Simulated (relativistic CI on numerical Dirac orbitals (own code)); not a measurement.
```
atom Br  Z=35  charge=3  electrons=32
nucleus A=79  rms_radius_fm=4.1629
hamiltonian dirac-coulomb  breit=on  qed=on  c_scale=1
orbitals kli  potential=per-configuration
slater_scale 0.85
correlation anchor
mixing on
configurations
  [Ar] 3d10 4s2 4p2
  [Ar] 3d10 4s2 4p 4d
  [Ar] 3d10 4s2 4p 5s
  [Ar] 3d10 4s2 4p 5p
  [Ar] 3d10 4s2 4p 5d
  [Ar] 3d10 4s2 4p 6s
  [Ar] 3d10 4s2 4p 4f
  [Ar] 3d10 4s2 4p 5f
  [Ar] 3d10 4s 4p3
  [Ar] 3d10 4p4
  [Ar] 3d10 4s2 4d2
  [Ar] 3d10 4s 4p2 4d
  [Ar] 3d10 4s 4p2 4f
  [Ar] 3d10 4s2 4f2
  [Ar] 3d10 4p2 4d2
  [Ar] 3d10 4s2 4p 6p
  [Ar] 3d10 4s 4p2 5s
  [Ar] 3d10 4s2 4p 6d
  [Ar] 3d10 4s2 4p 5g
  [Ar] 3d10 4p3 4d
  [Ar] 3d10 4s2 4p 6f
  [Ar] 3d10 4s2 4d 4f
  [Ar] 3d10 4s 4p2 5p
  [Ar] 3d10 4s 4p 4d2
end
```

Run as (the task file carries these settings):
```bash
python run_levels.py task.json out
```

Level of the calculation: relativistic configuration interaction, KLI exchange-only orbitals, Breit term, model QED, valence Slater integrals scaled by 0.85, configurations tied to the tabulated ionisation limit (in-house radial CI code). The envelope is a Gaussian of full width 0.6 nm, scaled to the tallest stick.

Levels without a good LS label are named by their open jj subshells in square brackets.

The plot shows absorption lines from the lowest level (oscillator strengths f):

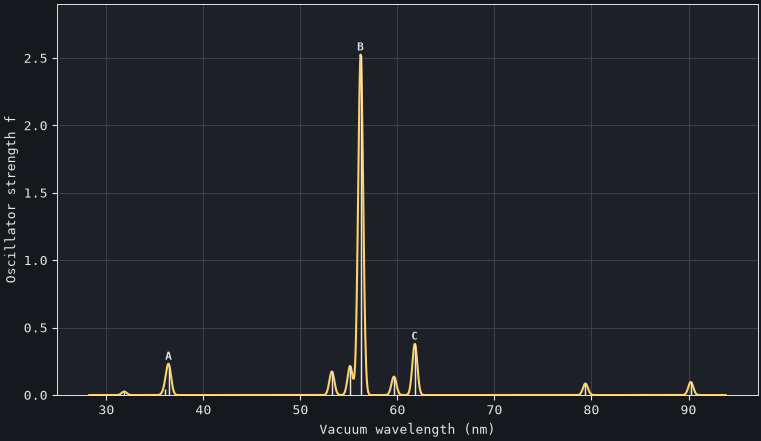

The lettered lines are A: 4s² 4p 5d [4p₁/₂ 5d₃/₂] J = 1 ← 4s² 4p² ³P₀, 36.42 nm, f = 0.22; B: 4s² 4p 4d [4p₁/₂ 4d₃/₂] J = 1 ← 4s² 4p² ³P₀, 56.21 nm, f = 2.5; C: 4s 4p³ ³S°₁ ← 4s² 4p² ³P₀, 61.79 nm, f = 0.38. The strongest, B, lies in the extreme ultraviolet region.

Known limits: configurations built on the next ion are tied to the tabulated ionisation energy, low ones can still be off by several thousand cm⁻¹ and the others by 10000 or more; rates and lifetimes follow the computed energies and can be off by orders of magnitude; one shift a configuration: terms inside it, and wavelengths, can be off by thousands of cm⁻¹; the fine structure of a weakly bound d or f electron outside closed shells is too small or inverted; only a limited list of configurations is included, so lower levels can be missing; only lines among the lowest 277 of 587 levels are drawn, so those from 4s 4p² 4f are incomplete.
